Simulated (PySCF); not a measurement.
CH$_{6}$BrN

The calculation's input:

```
{"job": {"kind": "inter", "xc": "wB97M-D3(BJ)", "basis": "def2-TZVPD", "pairs": false}, "charge": 0, "multiplicity": 1, "parts": [{"atoms": "0-1", "charge": 0, "multiplicity": 1}, {"atoms": "2-8", "charge": 0, "multiplicity": 1}]}
Br     0.393499    -0.084219    -0.070273
H     -1.275241     0.399101    -0.486733
C     -2.154868     1.993106    -1.645785
N     -2.344809     0.796074    -0.820417
H     -3.111424     2.404481    -1.989243
H     -1.529721     1.723190    -2.503967
H     -1.614666     2.738612    -1.052073
H     -2.803309     0.038138    -1.323618
H     -2.875962     0.981813     0.028791
```

Run with:

```sh
OMP_NUM_THREADS=1 python cluster_run.py task.json out
```

Geometry: PBE0-D3(BJ)/def2-SVPD.

The calculation used PySCF, wB97M-D3(BJ)/def2-TZVPD, SCF density, gas phase.

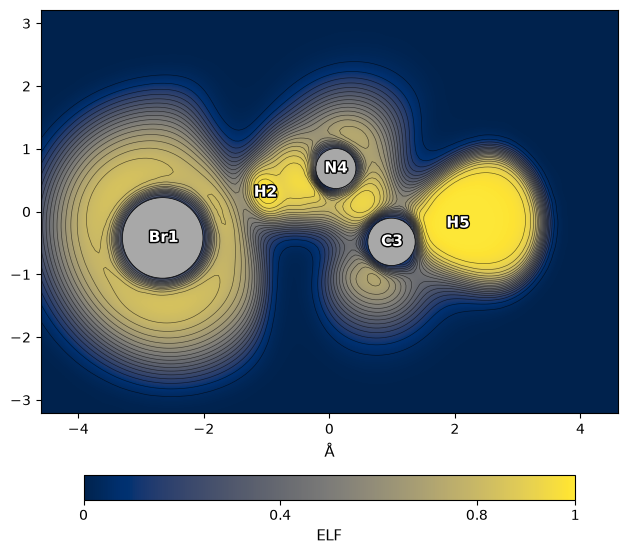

Figure 1. Electron localisation function on the plane of atoms H2, N4 and C3. Grey discs cover the atomic cores.

What do the fields say about this system?

The plane passes through Br, H, C and N nuclei. C–N (1.47 Å): the ELF peaks at about 0.95 between the atoms: localised, covalent bonding. C–H (1.10 Å): the ELF climbs to about 1 towards the hydrogen, as it does in any bond to H: an ordinary covalent bond to hydrogen. Br–H (1.79 Å): the ELF climbs to about 0.90 towards the hydrogen. The ELF also peaks beside Br1, away from the bonds: lone-pair regions.

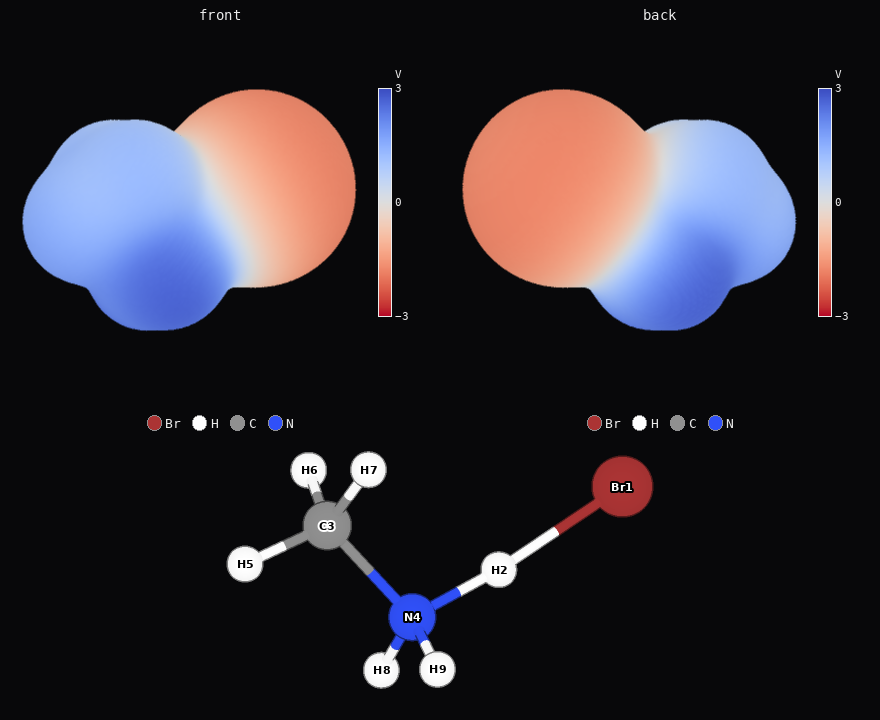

Figure 2. The electrostatic potential painted on the density surface at 0.001 e/bohr³, seen from the front and from behind; the colour scale runs from red (negative) to blue (positive). The bare structure is drawn below in the same view.

Which sites attract a positive test charge, and which a negative one?

A positive charge is drawn to the negative regions and a negative charge to the positive ones. The most negative region (about −1.8 V) lies over Br1, the most positive (about +2.6 V) over H8 and H9.

What dipole moment does the calculation give?

Its dipole moment is 8.71 D.
